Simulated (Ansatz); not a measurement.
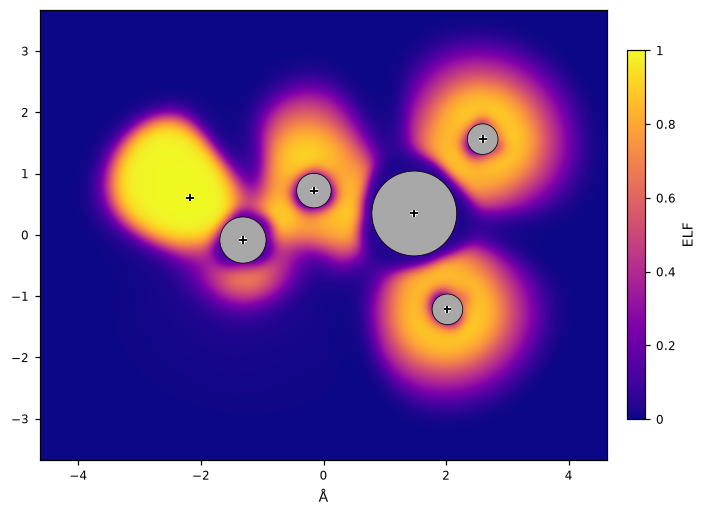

The ELF on a plane through atoms (crosses mark nuclei in the plane; grey discs cover the cores).

All numbers below come from Ansatz 0.2.0, isolated molecule in a Gaussian basis; Kohn-Sham density functional theory, functional PBE0.

Candidates:
A. Cl4F2Mo
B. C3H7AlF2O
C. Br3HOTi

### Which system is this?

Candidate B: C3H7AlF2O on the plane of atoms O7, C2 and H11, which holds C, Al, F, O and H. C–O (1.41 Å): the ELF peaks at about 0.90 between the atoms; a shared but strongly polarised pair. Al–F (1.65 Å): the ELF peaks at about 0.85 in the valence shell of F, 0.6 Å from its nucleus, and is about 0.30 at the midpoint.
